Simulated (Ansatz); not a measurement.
```
Ti Ge Mo
1.0
     3.34618    0.00000    0.00000
     0.00000    8.39517    0.00000
     0.00000    0.00000   10.03968
Ti Ge Mo
2 12 4
Direct
  0.00000 0.00000 0.00000
  0.50000 0.50000 0.50000
  0.00000 0.66178 0.00000
  0.50000 0.16178 0.50000
  0.00000 0.66146 0.33023
  0.50000 0.16146 0.83023
  0.50000 0.16146 0.16977
  0.00000 0.66146 0.66977
  0.00000 0.33822 0.00000
  0.50000 0.83822 0.50000
  0.00000 0.33854 0.33023
  0.50000 0.83854 0.83023
  0.50000 0.83854 0.16977
  0.00000 0.33854 0.66977
  0.00000 0.00000 0.33337
  0.50000 0.50000 0.83337
  0.50000 0.50000 0.16663
  0.00000 0.00000 0.66663
```

Space group Immm; a structure generated by program, which may or may not match a known phase; computed without spin polarisation.

All numbers below come from Ansatz 0.2.0, DFT PBE, scalar-relativistic, plane waves, PAW.

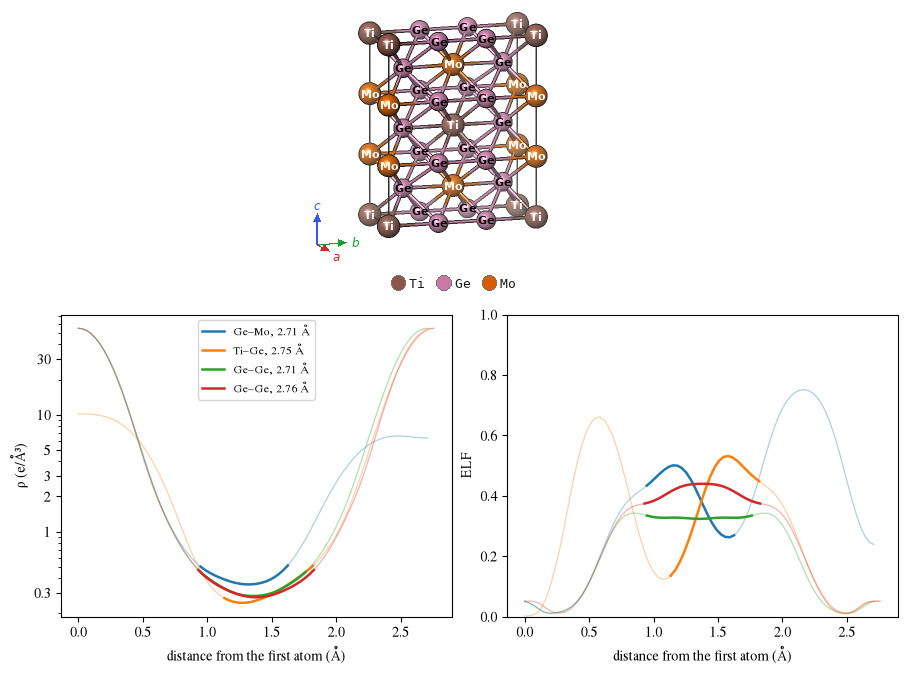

TiGe6Mo2. Valence charge density (pseudo) and ELF along straight lines between neighbouring atoms. Thin, pale parts lie inside the atomic spheres. The structure is drawn too.

The density is the valence pseudo-density of a PAW calculation; it isn't the true density close to the nuclei.

### What can be read from the curves?

Ge–Mo (2.71 Å): the density is about 0.35 e/Å³ at the midpoint; the ELF is about 0.40 at the midpoint.
Ti–Ge (2.75 Å): ρ at the midpoint is about 0.26 e/Å³; the ELF is about 0.40 at the midpoint.
Ge–Ge (2.71 Å): ρ is about 0.28 e/Å³ halfway; the ELF is about 0.30 at the midpoint.
Ge–Ge (2.76 Å): the density is about 0.27 e/Å³ at the midpoint; the ELF is about 0.45 at the midpoint.
